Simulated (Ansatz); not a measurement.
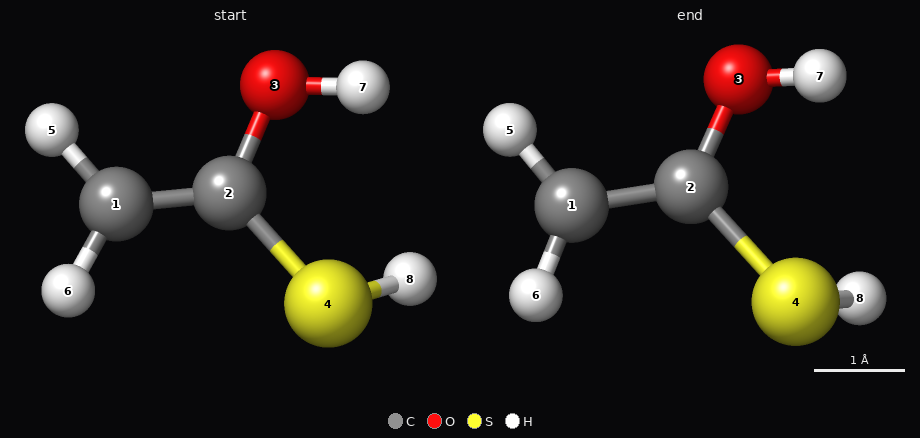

The structure of C2H4OS (coarse preliminary run) before (left) and after (right) a relaxation, at one scale.

The picture is a ball-and-stick view, seen face on.

The start comes from a force field.

Method: RKS PBE-D4/def2-SVP (Ansatz 0.2.0).

Input
```yaml
crystal:
  periodic: [false, false, false]
  atoms:
    - {symbol: C, position_ang: [-0.641900, 1.041700, -0.341100]}
    - {symbol: C, position_ang: [0.047800, 0.040600, 0.017900]}
    - {symbol: O, position_ang: [1.286500, -0.105700, -0.494200]}
    - {symbol: S, position_ang: [-0.450000, -1.116200, 1.137300]}
    - {symbol: H, position_ang: [-0.296200, 1.806100, -1.074100]}
    - {symbol: H, position_ang: [-1.694200, 1.262700, 0.023900]}
    - {symbol: H, position_ang: [1.763700, -0.785000, 0.078200]}
    - {symbol: H, position_ang: [0.076600, -2.201200, 0.596200]}
basis:
  gaussian: {orbitals: def2-SVP}
hamiltonian: {xc: pbe, dispersion: d4}
relax: {f_tol: 0.03, max_steps: 200}
```

### What changed between the two?

The energy falls by 0.581 eV in 6 accepted moves (7 points after the start). The largest force component goes from 5.5 to 0.011 eV/Å. The line search rejected the trial step at point 6 of the run. The largest move after the best rigid fit is that of H8, 0.27 Å. By element the largest moves are H 0.27 Å, S 0.16 Å, O 0.09 Å, C 0.07 Å. Some distances before and after: C2–S4 1.685 → 1.794 Å, C1–C2 1.268 → 1.349 Å, S4–H8 1.322 → 1.368 Å, C1–H6 1.136 → 1.096 Å. Bond angles that change, for instance: H5–C1–H6 111.4° → 119.8°, C2–C1–H5 124.0° → 119.6°, C2–S4–H8 100.0° → 96.0°. The run took about 30 core-seconds on a shared host.
